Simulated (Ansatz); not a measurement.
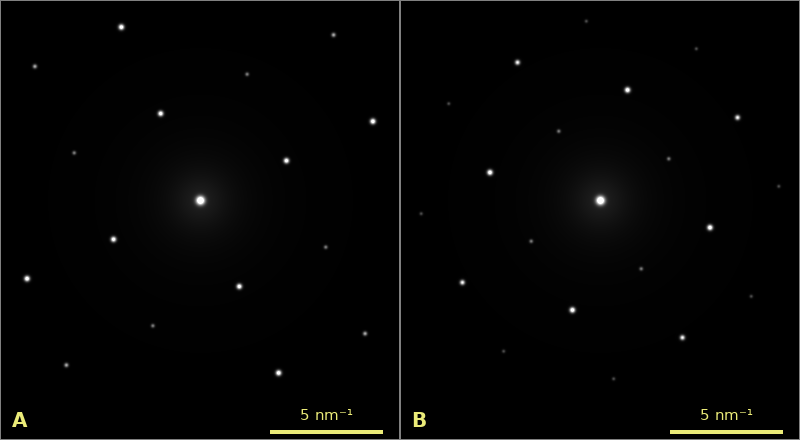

Kinematic electron diffraction patterns (120 kV, B = 0.5 Å², same scale, each along a low-index zone) of two structures of composition Co2Ru, each relaxed at zero pressure with DFT PBE, scalar-relativistic, plane waves, PAW (Ansatz). Each run keeps the magnetic state that it reached.

The structures (standard cells):
1. Fd-3m (No. 227), a = 6.618 Å, 24 atoms; generated start, possibly hypothetical
2. Fm-3m (No. 225), a = 5.542 Å, 12 atoms; generated start, possibly hypothetical

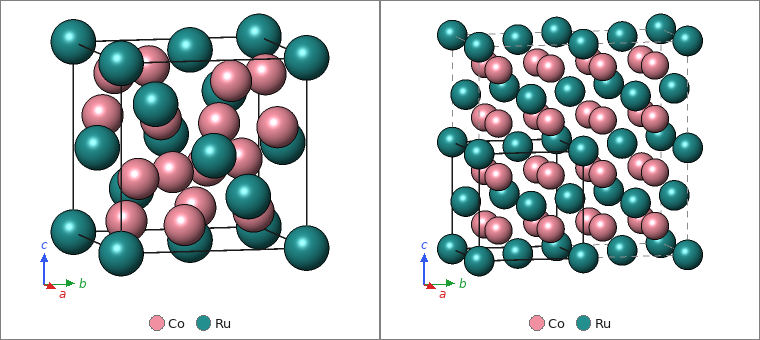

Drawings of the structures 1 to 2, from left to right (each may span several cells).

Q: Which pattern belongs to which structure, and along which zone?

A: A is structure 1 along [001] or an equivalent direction: square net of 2 -2 0 at d = 2.34 Å and 2 2 0 at d = 2.34 Å, 90.0° apart (some points of this net are extinct or too weak to see). B is structure 2 along [001] or an equivalent direction: square net of 2 0 0 at d = 2.77 Å and 0 2 0 at d = 2.77 Å, 90.0° apart.

Q: Which structure lies lowest at this level of theory, and by how much?

A: Structure 1 (Fd-3m, 12.08 Å³ an atom) is the lowest of these; structure 2 (Fm-3m, 14.18 Å³ an atom) lies about 560 meV an atom higher. These are static energies at 0 K; other structures, not shown, may lie lower still.
